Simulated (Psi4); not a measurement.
# SiH2O2 (SMILES O[Si]O): wB97M-V/aug-cc-pVDZ

Aim: the energy change on altering one bond length of SiH2O2 at wB97M-V/aug-cc-pVDZ, from 2 runs. 

The results are computed with Psi4 1.11.

2 further runs of the same task are left out: 2 set aside as unsound or not needed.

## (1) Starting point

The species is SiH2O2 (5 atoms), meant as a singlet with charge 0. SMILES: `O[Si]O`. The coordinates come from a PBE0-D4/def2-TZVP relaxation. This is one conformer, not always the lowest.

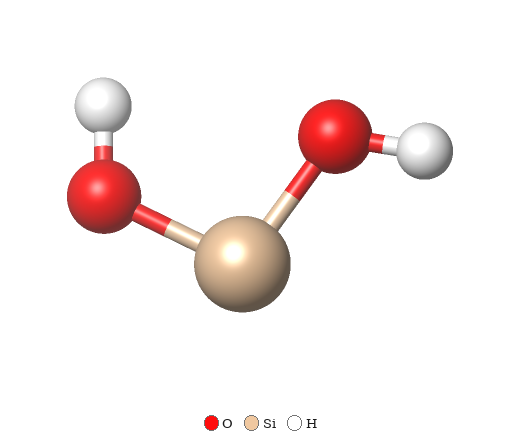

The structure, seen from a chosen angle (oxygen red, silicon light orange, hydrogen white).

## (2) A single-point energy at wB97M-V/aug-cc-pVDZ

The input, job.json:

```json
{
 "schema_name": "qcschema_input",
 "schema_version": 1,
 "molecule": {
  "schema_name": "qcschema_molecule",
  "schema_version": 2,
  "symbols": ["O", "Si", "O", "H", "H"],
  "geometry": [-2.72725274, -0.19955508, -0.51967468, -0.40062194, -1.49534028, 1.07279752, 1.95775627, 0.35432365, 0.12963521, -2.32795361, 1.22624328, -1.58000001, 3.59255834, -0.02475541, 0.8190073],
  "molecular_charge": 0,
  "molecular_multiplicity": 1,
  "fix_symmetry": "c1",
  "fix_com": true,
  "fix_orientation": true
 },
 "driver": "energy",
 "model": {
  "method": "wb97m-v",
  "basis": "aug-cc-pVDZ"
 },
 "keywords": {
  "reference": "rks",
  "puream": true,
  "e_convergence": 1e-09,
  "d_convergence": 1e-08,
  "scf_type": "pk",
  "dft_radial_points": 99,
  "dft_spherical_points": 590
 }
}
```

Launch:

```bash
$ psi4 --qcschema job.json -n 1 --memory 2200MB
```

stdout, shortened:

```text
[...]
  Running in c1 symmetry.
[...]
  Nuclear repulsion =  103.646253707904961
[...]
  Multiplicity = 1
[...]
  Nalpha       = 16
  Nbeta        = 16
[...]
    Number of basis functions: 91
[...]
   @RKS iter   1:  -440.91789990125750   -5.80057e-01   8.94519e-03 ADIIS/DIIS
[...]
   @RKS iter  11:  -441.17288958360200   -1.98384e-11   7.08101e-09 DIIS
[...]
    Orbital Energies [Eh]
    ---------------------
    Doubly Occupied:
       1A    -66.464820     2A    -19.372644     3A    -19.365996
       4A     -5.482616     5A     -3.798112     6A     -3.796512
       7A     -3.792904     8A     -1.161831     9A     -1.133352
      10A     -0.685688    11A     -0.638423    12A     -0.520854
      13A     -0.489775    14A     -0.480726    15A     -0.443994
      16A     -0.344367
[...]
  @RKS Final Energy:  -441.17288958360200
   => Energetics <=
    Nuclear Repulsion Energy =            103.6462537079049611
    One-Electron Energy =                -815.5596985898047251
    Two-Electron Energy =                 299.5828383106621686
    DFT Exchange-Correlation Energy =     -28.9746130924873775
    Empirical Dispersion Energy =           0.0000000000000000
    VV10 Nonlocal Energy =                  0.1323300801229951
    Total Energy =                       -441.1728895836020001
[...]
 Multipole Moments:
 ------------------------------------------------------------------------------------
     Multipole            Electronic (a.u.)      Nuclear  (a.u.)        Total (a.u.)
 ------------------------------------------------------------------------------------
 L = 1.  Multiply by 2.5417464519 to convert [e a0] to [Debye]
 Dipole X            :         11.1561146          -10.5000742            0.6560404
 Dipole Y            :         18.7062655          -18.4951275            0.2111380
 Dipole Z            :        -11.1553004           11.1378568           -0.0174436
 Magnitude           :                                                    0.6894002
[...]
```

The result, in JSON:

```text
{
 "driver": "energy",
 "model": {
  "method": "wb97m-v",
  "basis": "aug-cc-pVDZ"
 },
 "success": true,
 "return_result": -441.172889583602,
 "properties": {
  "calcinfo_nbasis": 91,
  "calcinfo_nmo": 91,
  "calcinfo_nalpha": 16,
  "calcinfo_nbeta": 16,
  "calcinfo_natom": 5,
  "nuclear_repulsion_energy": 103.64625370790496,
  "return_energy": -441.172889583602,
  "scf_one_electron_energy": -815.5596985898047,
  "scf_two_electron_energy": 299.58283831066217,
  "scf_vv10_energy": 0.13233008012299513,
  "scf_xc_energy": -28.974613092487377,
  "scf_dipole_moment": [0.6560404393253503, 0.2111380131385232, -0.017443592149385623],
  "scf_total_energy": -441.172889583602,
  "scf_iterations": 11
 }
}
```

Wall time 2 min (1 thread of Intel Xeon Platinum 8259CL at 2.50GHz (Skylake/Cascade Lake), shared host); peak memory 1.4 GiB.

## (3) The distorted shape

The input, job.dat:

```
memory 2.2 GB

molecule m {
  0 1
  O     -3.54466701    -0.01001177    -0.86436640
  Si    -1.21803620    -1.30579697     0.72810581
  O      1.14034200     0.54386696    -0.21505650
  H     -3.14536788     1.41578659    -1.92469173
  H      3.59255834    -0.02475541     0.81900730
  units au
  symmetry c1
  no_reorient
  no_com
}

set basis aug-cc-pVDZ
set puream true
set e_convergence 1e-09
set d_convergence 1e-08
set scf_type pk
set dft_radial_points 99
set dft_spherical_points 590

energy_value, wavefunction = energy("wb97m-v", return_wfn=True)
print_variables()
```

Launch:

```bash
$ psi4 job.dat job.out -n 1
```

job.out, shortened:

```text
[...]
  Running in c1 symmetry.
[...]
  Nuclear repulsion =  101.538264293666145
[...]
  Multiplicity = 1
[...]
  Nalpha       = 16
  Nbeta        = 16
[...]
    Number of basis functions: 91
[...]
   @RKS iter   1:  -440.77795972839135   -6.61501e-01   9.28485e-03 DIIS/ADIIS
[...]
   @RKS iter  13:  -441.08444595661035   -2.55795e-12   3.43356e-09 DIIS
[...]
    Orbital Energies [Eh]
    ---------------------
    Doubly Occupied:
       1A    -66.459131     2A    -19.390293     3A    -19.364405
       4A     -5.477011     5A     -3.792385     6A     -3.790823
       7A     -3.787484     8A     -1.148477     9A     -1.087712
      10A     -0.664869    11A     -0.581343    12A     -0.502314
      13A     -0.481982    14A     -0.468530    15A     -0.434437
      16A     -0.337289
[...]
  @RKS Final Energy:  -441.08444595661035
   => Energetics <=
    Nuclear Repulsion Energy =            101.5382642936661455
    One-Electron Energy =                -811.6431454737465856
    Two-Electron Energy =                 297.7458226778963990
    DFT Exchange-Correlation Energy =     -28.8574805695245438
    Empirical Dispersion Energy =           0.0000000000000000
    VV10 Nonlocal Energy =                  0.1320931150981831
    Total Energy =                       -441.0844459566103524
[...]
 Multipole Moments:
 ------------------------------------------------------------------------------------
     Multipole            Electronic (a.u.)      Nuclear  (a.u.)        Total (a.u.)
 ------------------------------------------------------------------------------------
 L = 1.  Multiply by 2.5417464519 to convert [e a0] to [Debye]
 Dipole X            :         36.7216117          -35.8399164            0.8816952
 Dipole Y            :         12.8187819          -12.6192849            0.1994971
 Dipole Z            :         -0.4075915            0.4524137            0.0448222
 Magnitude           :                                                    0.9050937
[...]
```

Wall time 2.4 min (1 thread of Intel Xeon Platinum 8259CL at 2.50GHz (Skylake/Cascade Lake), shared host); peak memory 1.4 GiB.

## (4) Summary of results

At wB97M-V/aug-cc-pVDZ:

| quantity | value |
| --- | --- |
| first shape: total energy | -441.17289 Eh |
| first shape: dipole moment | 1.75 D |
| first shape: HOMO energy | -9.37 eV |
| first shape: LUMO energy | 0.40 eV |
| first shape: HOMO–LUMO gap | 9.77 eV |
| distorted shape: total energy | -441.08445 Eh |
| distorted shape: dipole moment | 2.30 D |
| distorted shape: HOMO energy | -9.18 eV |
| distorted shape: LUMO energy | -0.76 eV |
| distorted shape: HOMO–LUMO gap | 8.42 eV |
| energy change with the O3–H5 bond stretched from 0.960 to 1.440 Å | 2.407 eV |

In words: With the O3–H5 bond stretched from 0.960 to 1.440 Å the energy rises by 2.41 eV (232 kJ/mol). The first shape isn't relaxed at this level, so the change isn't measured from a minimum.
